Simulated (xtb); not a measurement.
# CH3BClI: geometry relaxation (part 3 of 3)

CH3BClI; GFN2-xTB (xtb 6.7.1).  The settings are looser than a standard set-up, so the numbers are not reference values.

Log, continued:
```
         #    Occupation            Energy/Eh            Energy/eV
      -------------------------------------------------------------
         1        2.0000           -1.0776100             -29.3233
         2        2.0000           -0.7711800             -20.9849
         3        2.0000           -0.6275071             -17.0753
         4        2.0000           -0.5534873             -15.0612
         5        2.0000           -0.5385785             -14.6555
         6        2.0000           -0.5173097             -14.0767
         7        2.0000           -0.4808138             -13.0836
         8        2.0000           -0.4542853             -12.3617
         9        2.0000           -0.4535007             -12.3404
        10        2.0000           -0.4411832             -12.0052
        11        2.0000           -0.4352685             -11.8443
        12        2.0000           -0.4256924             -11.5837 (HOMO)
        13                         -0.2857564              -7.7758 (LUMO)
        14                         -0.2071002              -5.6355
        15                         -0.1630124              -4.4358
        16                         -0.0261720              -0.7122
        17                         -0.0205602              -0.5595
        18                         -0.0112721              -0.3067
        19                         -0.0058696              -0.1597
        20                         -0.0049942              -0.1359
        21                         -0.0025397              -0.0691
        22                          0.0028325               0.0771
        23                          0.0818912               2.2284
       ...                                ...                  ...
        29                          0.4579214              12.4607
      -------------------------------------------------------------
                  HL-Gap            0.1399361 Eh            3.8079 eV
             Fermi-level           -0.3557244 Eh           -9.6798 eV

     #   Z          covCN         q      C6AA      α(0)
     1   5 B        3.625     0.217    18.655     7.054
     2   6 C        3.659     0.036    20.247     6.457
     3  17 Cl       1.071    -0.140   103.548    15.568
     4  53 I        1.966    -0.020   373.432    33.359
     5   1 H        0.939    -0.085     5.062     3.518
     6   1 H        0.939    -0.081     4.935     3.473
     7   1 H        0.930     0.074     2.046     2.237

 Mol. C6AA /au·bohr⁶  :       1948.670371
 Mol. C8AA /au·bohr⁸  :     103938.003194
 Mol. α(0) /au        :         71.665395

Wiberg/Mayer (AO) data.
largest (>0.10) Wiberg bond orders for each atom

 ---------------------------------------------------------------------------
     #   Z sym  total        # sym  WBO       # sym  WBO       # sym  WBO
 ---------------------------------------------------------------------------
     1   5 B    3.356 --     6 H    0.981     5 H    0.970     2 C    0.968
                             4 I    0.411
     2   6 C    3.777 --     3 Cl   1.034     7 H    0.972     1 B    0.968
                             4 I    0.794
     3  17 Cl   1.147 --     2 C    1.034
     4  53 I    1.288 --     2 C    0.794     1 B    0.411
     5   1 H    0.993 --     1 B    0.970
     6   1 H    0.993 --     1 B    0.981
     7   1 H    0.995 --     2 C    0.972
 ---------------------------------------------------------------------------

Topologies differ in total number of bonds
Writing topology from bond orders to xtbtopo.mol

molecular dipole:
                 x           y           z       tot (Debye)
 q only:       -0.033       0.182      -0.464
   full:        0.880       0.306      -0.020       2.368
molecular quadrupole (traceless):
                xx          xy          yy          xz          yz          zz
 q only:        0.768       0.900      -0.632      -1.464       1.606      -0.136
  q+dip:       -3.010      -5.470      -1.070      -5.024      -1.370       4.080
   full:       -1.429      -4.115      -1.210      -3.475      -1.197       2.639

           -------------------------------------------------
          |                Geometry Summary                 |
           -------------------------------------------------

      molecular mass/u    :      188.2029957
   center of mass at/Å    :       -0.7992535      -0.9475524      -0.2032207
  moments of inertia/u·Å² :        0.6654266E+02   0.3392900E+03   0.3874296E+03
rotational constants/cm⁻¹ :        0.2533357E+00   0.4968502E-01   0.4351147E-01

 * 5 selected distances

     #   Z          #   Z                                           value/Å
     1   5 B        2   6 C                                       1.5599150
     2   6 C        3  17 Cl                                      1.7404676 (max)
Molecule has no symmetry elements
It seems to be the C1 point group
     1   5 B        5   1 H                                       1.1705662
     1   5 B        6   1 H                                       1.1697796
     2   6 C        7   1 H                                       1.0875982 (min)

 * 4 distinct bonds (by element types)

   Z      Z             #   av. dist./Å        max./Å        min./Å
   1 H    5 B           2     1.1701729     1.1705662     1.1697796
   1 H    6 C           1     1.0875982     1.0875982     1.0875982
   5 B    6 C           1     1.5599150     1.5599150     1.5599150
   6 C   17 Cl          1     1.7404676     1.7404676     1.7404676

           -------------------------------------------------
          |               Frequency Printout                |
           -------------------------------------------------
 projected vibrational frequencies (cm⁻¹)
eigval :       -0.00    -0.00     0.00     0.00     0.00     0.00
eigval :      161.98   275.34   307.43   438.32   615.38   697.32
eigval :      854.76   886.11   967.69  1029.81  1171.93  1215.51
eigval :     2629.82  2676.44  2974.69
 reduced masses (amu)
   1: 66.45   2: 67.24   3: 89.51   4: 65.88   5: 85.64   6: 32.91   7: 53.85   8: 18.36
   9: 18.11  10: 17.73  11: 15.48  12:  2.64  13:  5.26  14:  2.77  15:  3.75  16:  7.53
  17:  2.35  18:  3.79  19:  1.40  20:  2.14  21:  1.83
 IR intensities (km·mol⁻¹)
   1:  0.26   2:  0.60   3:  0.38   4:  0.30   5:  0.29   6:  0.68   7:  3.31   8:  4.34
   9:  4.69  10: 18.99  11:  7.75  12:  9.36  13: 17.74  14:160.36  15: 22.56  16: 29.28
  17: 58.47  18: 33.74  19: 44.73  20: 71.04  21:  4.01
 Raman intensities (Ä⁴*amu⁻¹)
   1:  0.00   2:  0.00   3:  0.00   4:  0.00   5:  0.00   6:  0.00   7:  0.00   8:  0.00
   9:  0.00  10:  0.00  11:  0.00  12:  0.00  13:  0.00  14:  0.00  15:  0.00  16:  0.00
  17:  0.00  18:  0.00  19:  0.00  20:  0.00  21:  0.00
 output can be read by thermo (or use thermo option).
 writing <g98.out> molden fake output.
 recommended (thermochemical) frequency scaling factor: 1.0
           -------------------------------------------------
          |             Thermodynamic Functions             |
           -------------------------------------------------

c1  symmetry found (for desy threshold:  0.10E+00) used in thermo

          ...................................................
          :                      SETUP                      :
          :.................................................:
          :  # frequencies                          15      :
          :  # imaginary freq.                       0      :
          :  linear?                             false      :
          :  only rotor calc.                    false      :
          :  symmetry                               c1      :
          :  rotational number                       1      :
          :  scaling factor                  1.0000000      :
          :  rotor cutoff                   50.0000000 cm⁻¹ :
          :  imag. cutoff                  -20.0000000 cm⁻¹ :
          :.................................................:

    mode    ω/cm⁻¹     T·S(HO)/kcal·mol⁻¹    T·S(FR)/kcal·mol⁻¹   T·S(vib)
   ------------------------------------------------------------------------
       1    161.98    -0.75330 ( 99.10%)    -0.70822 (  0.90%)    -0.75290
       2    275.34    -0.46584 ( 99.89%)    -0.55110 (  0.11%)    -0.46594
   ------------------------------------------------------------------------

   temp. (K)  partition function   enthalpy   heat capacity  entropy
                                   cal/mol     cal/K/mol   cal/K/mol   J/K/mol
 298.15  VIB   4.25                 1415.049     10.743      7.619
         ROT  0.226E+06              888.752      2.981     27.480
         INT  0.959E+06             2303.801     13.724     35.099
         TR   0.250E+28             1481.254      4.968     41.584
         TOT                        3785.0548    18.6925    76.6832   320.8425

       T/K    H(0)-H(T)+PV         H(T)/Eh          T*S/Eh         G(T)/Eh
   ------------------------------------------------------------------------
    298.15    0.603187E-02    0.445387E-01    0.364347E-01    0.810403E-02
   ------------------------------------------------------------------------

         :::::::::::::::::::::::::::::::::::::::::::::::::::::
         ::                  THERMODYNAMIC                  ::
         :::::::::::::::::::::::::::::::::::::::::::::::::::::
         :: total free energy         -13.244239159058 Eh   ::
         ::.................................................::
         :: total energy              -13.252343188542 Eh   ::
         :: zero point energy           0.038506817973 Eh   ::
         :: G(RRHO) w/o ZPVE           -0.030402788490 Eh   ::
         :: G(RRHO) contrib.            0.008104029483 Eh   ::
         :::::::::::::::::::::::::::::::::::::::::::::::::::::

optimized geometry written to: xtbopt.xyz

           -------------------------------------------------
          | TOTAL ENERGY              -13.252343188542 Eh   |
          | TOTAL ENTHALPY            -13.207804501782 Eh   |
          | TOTAL FREE ENERGY         -13.244239159058 Eh   |
          | GRADIENT NORM               0.002532172222 Eh/α |
          | HOMO-LUMO GAP               3.807853866247 eV   |
           -------------------------------------------------
########################################################################
[WARNING] Runtime exception occurred
-1- hessian_numhess: Hessian on incompletely optimized geometry!
########################################################################

------------------------------------------------------------------------
------------------------------------------------------------------------
 total:
 *  cpu-time:     0 d,  0 h,  0 min,  0.541 sec
 * ratio c/w:     0.570 speedup
 SCF:
 *  cpu-time:     0 d,  0 h,  0 min,  0.014 sec
 * ratio c/w:     0.506 speedup
 ANC optimizer:
 *  cpu-time:     0 d,  0 h,  0 min,  0.084 sec
 * ratio c/w:     0.496 speedup
 analytical hessian:
 *  cpu-time:     0 d,  0 h,  0 min,  0.401 sec
 * ratio c/w:     0.610 speedup
```

File xtbopt.xyz:
```
7
 energy: -13.252343188539 gnorm: 0.002532118747 xtb: 6.7.1
B           -0.29769268919580        0.83063086240946        0.05508447137393
C            0.54484971707625       -0.47472274405419       -0.08458835220390
Cl           1.16809054666318       -1.37616121742243        1.26752354943847
I           -1.53950090488339       -1.06283817829038       -0.64671570018960
H           -0.27003406462851        1.58741265499722       -0.83751916592118
H           -0.65765396144588        1.16117319982313        1.11788910577984
H            1.13578080291560       -0.70730518373545       -0.96752412796142
```

Standard error:
```
normal termination of xtb
```

Trajectory as extended XYZ (Å, eV, eV/Å), 7 frames, from step=0 to step=6:
```
7
Properties=species:S:1:pos:R:3 step=0 energy=-360.24088
B    -0.3033    0.8468    0.0699
C     0.5634   -0.4786   -0.1784
Cl    1.1463   -1.3597    1.3165
I    -1.5464   -1.0508   -0.6478
H    -0.2859    1.5588   -0.8317
H    -0.6237    1.1310    1.1169
H     1.1335   -0.6893   -0.9412
7
Properties=species:S:1:pos:R:3 step=1 energy=-360.56193
B    -0.3049    0.8534    0.0595
C     0.5393   -0.4656   -0.1210
Cl    1.1529   -1.3814    1.3003
I    -1.5096   -1.0679   -0.6609
H    -0.2957    1.5913   -0.8413
H    -0.6240    1.1502    1.1297
H     1.1258   -0.7218   -0.9622
7
Properties=species:S:1:pos:R:3 step=2 energy=-360.59598
B    -0.2829    0.8353    0.0518
C     0.5324   -0.4840   -0.1103
Cl    1.1757   -1.3545    1.2872
I    -1.5604   -1.0466   -0.6402
H    -0.2813    1.5954   -0.8395
H    -0.6600    1.1303    1.1188
H     1.1603   -0.7178   -0.9637
7
Properties=species:S:1:pos:R:3 step=3 energy=-360.60294
B    -0.2938    0.8371    0.0509
C     0.5445   -0.4598   -0.0914
Cl    1.1329   -1.3914    1.2589
I    -1.5237   -1.0852   -0.6319
H    -0.2724    1.6078   -0.8331
H    -0.6519    1.1598    1.1219
H     1.1482   -0.7102   -0.9710
7
Properties=species:S:1:pos:R:3 step=4 energy=-360.60592
B    -0.2989    0.8299    0.0604
C     0.5386   -0.4753   -0.0738
Cl    1.1859   -1.3657    1.2766
I    -1.5308   -1.0587   -0.6822
H    -0.2938    1.5771   -0.8405
H    -0.6375    1.1774    1.1277
H     1.1202   -0.7265   -0.9640
7
Properties=species:S:1:pos:R:3 step=5 energy=-360.61351
B    -0.2928    0.8330    0.0558
C     0.5448   -0.4768   -0.0892
Cl    1.1709   -1.3748    1.2719
I    -1.5418   -1.0543   -0.6461
H    -0.2775    1.5859   -0.8392
H    -0.6601    1.1561    1.1173
H     1.1404   -0.7109   -0.9663
7
Properties=species:S:1:pos:R:3 step=6 energy=-360.61463
B    -0.2977    0.8306    0.0551
C     0.5448   -0.4747   -0.0846
Cl    1.1681   -1.3762    1.2675
I    -1.5395   -1.0629   -0.6467
H    -0.2700    1.5874   -0.8375
H    -0.6577    1.1612    1.1179
H     1.1358   -0.7073   -0.9675
```

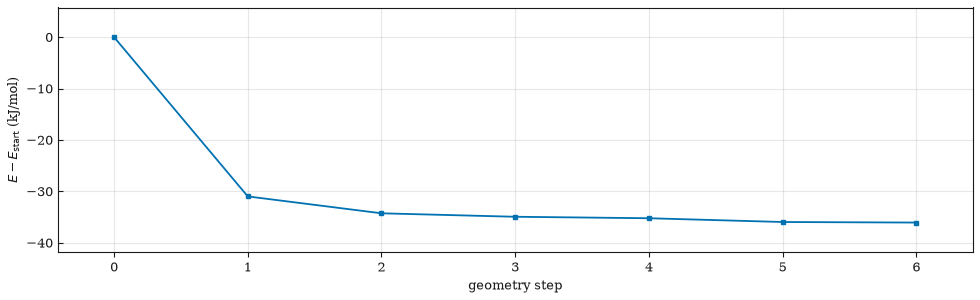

Fig. 1: Progress of the relaxation, step by step (steps are counted from 0).

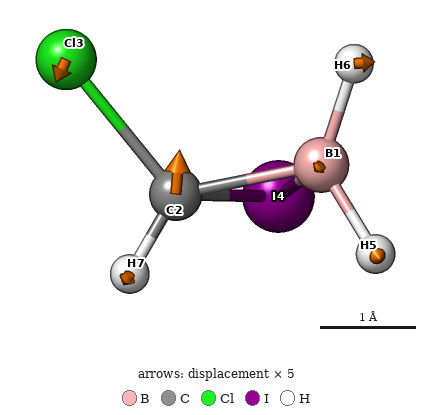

Fig. 2: The starting structure with the displacements as orange arrows, magnified 5 times (ball-and-stick view, seen at a tilt). The two geometries are laid on each other by the best rigid fit. Over 6 geometry steps the energy falls by 36.1 kJ/mol. C2 moves most after the best rigid fit: 0.096 Å. By element the largest moves are C 0.096 Å, Cl 0.055 Å, H 0.046 Å, B 0.023 Å, I 0.015 Å. Among the contacts that change: C2–H7 0.975 → 1.088 Å, C2–Cl3 1.831 → 1.740 Å, B1–C2 1.603 → 1.560 Å, B1–H6 1.131 → 1.170 Å. Among the angles that change: B1–C2–Cl3 116.3° → 123.9°, I4–C2–H7 109.4° → 104.2°, B1–C2–H7 128.0° → 123.0°. (Atoms are counted from 1 in the order of the input.)

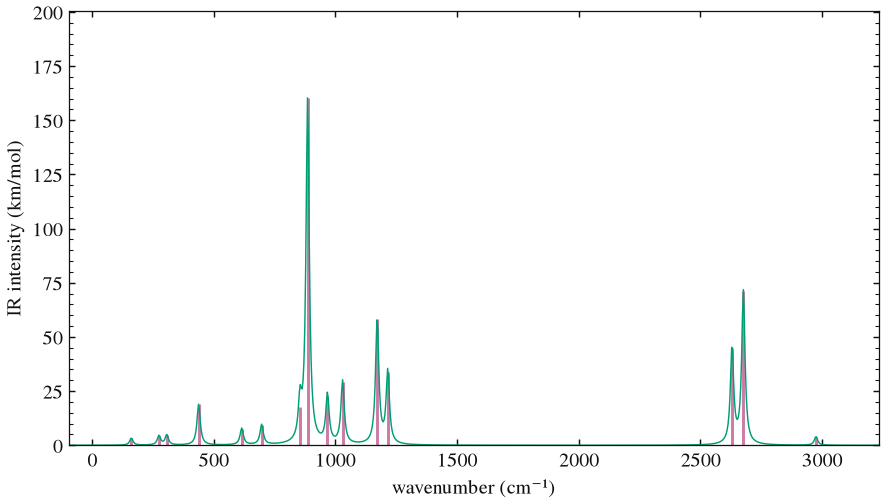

Fig. 3: Harmonic infrared spectrum, unscaled: sticks (degenerate modes added up, dark ones marked on the axis) with a Lorentzian envelope of 16 cm⁻¹ full width, scaled to the tallest stick. 15 modes from 162 to 2975 cm⁻¹, none imaginary. The strongest line is at 886 cm⁻¹ (160 km/mol). All modes, in cm⁻¹ (km/mol): 162 (3.3), 275 (4.3), 307 (4.7), 438 (19.0), 615 (7.7), 697 (9.4), 855 (17.7), 886 (160), 968 (23), 1030 (29), 1172 (58), 1216 (34), 2630 (45), 2676 (71), 2975 (4.0).

This output came from the following input.

The input (struc.xyz):
```
7
start
B     -0.30331000     0.84676000     0.06987000
C      0.56336000    -0.47864000    -0.17842000
Cl     1.14630000    -1.35970000     1.31649000
I     -1.54642000    -1.05077000    -0.64776000
H     -0.28590000     1.55880000    -0.83173000
H     -0.62372000     1.13100000     1.11687000
H      1.13353000    -0.68926000    -0.94117000
```

File xcontrol:
```
$chrg 0
$spin 0
$end
```

Command:
```bash
xtb struc.xyz --gfn 2 -I xcontrol --ohess loose > run.log
```

Key numbers:

| quantity | value |
| --- | --- |
| outcome | converged |
| electrons treated | 24 |
| total energy | −13.252343 hartree |
| dispersion energy | −0.005211 hartree |
| basis functions | 31 |
| HOMO | −11.58 eV |
| LUMO | −7.78 eV |
| zero-point energy | 0.038507 hartree |
| dipole moment | 2.37 D |
| wavenumbers, lowest and highest | 162 and 2975 cm⁻¹ |
| hardware | 1 thread of Intel Xeon @ 2.50GHz (Skylake/Cascade Lake), 189 GiB of memory available, shared host |
| wall time | 1.1 s |
| peak memory | 0.072 GiB |

Settings chosen away from the usual ones: method = gfn2-xtb; task = optfreq; opt_level = loose; x = {}; partner = base. These settings are looser than, or depart from, a standard set-up, so the numbers are not reference values for this system. Notes on the run: -1- hessian_numhess: Hessian on incompletely optimized geometry!.
